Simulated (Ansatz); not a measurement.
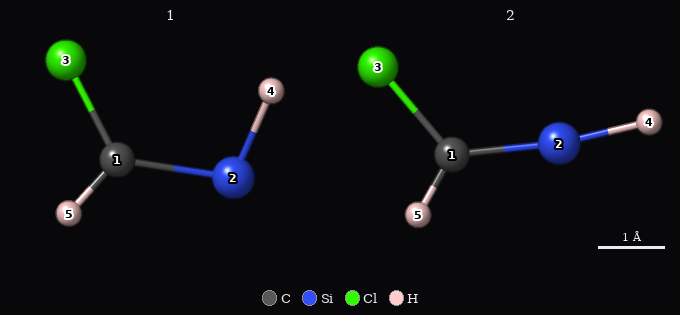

Two geometries of CH2ClSi (multiplicity 2), drawn at one scale. One is the start of a relaxation, the other its converged end. A ball-and-stick model, seen face on.

Method: Ansatz, UKS PBE-D4/def2-SVP. Set-up: force threshold 0.03 eV/Å; at most 250 steps.

> Which geometry has the lower energy?

Structure 1 is the relaxed one. It is one of the separated reactants of a reaction. H4 moves most after the best rigid fit: 0.76 Å. By element the largest moves are H 0.76 Å, Si 0.63 Å, Cl 0.44 Å, C 0.13 Å. Some distances before and after: C1–Si2 1.658 → 1.816 Å, Si2–H4 1.420 → 1.533 Å, C1–H5 1.060 → 1.107 Å, C1–Cl3 1.770 → 1.732 Å. Among the angles between lasting bonds that change: C1–Si2–H4 172.5° → 101.7°. The energy falls by 27.4 kcal/mol in 15 accepted moves (20 points after the start). The largest force component goes from 1.9 to 0.0066 eV/Å. The line search rejected the trial steps at points 10, 14, 16, 18, 19 of the run. The forces were under the threshold at step 7, but the run went on from there. Cost: 29 s on 2 threads of Arm Neoverse V1 (shared host).
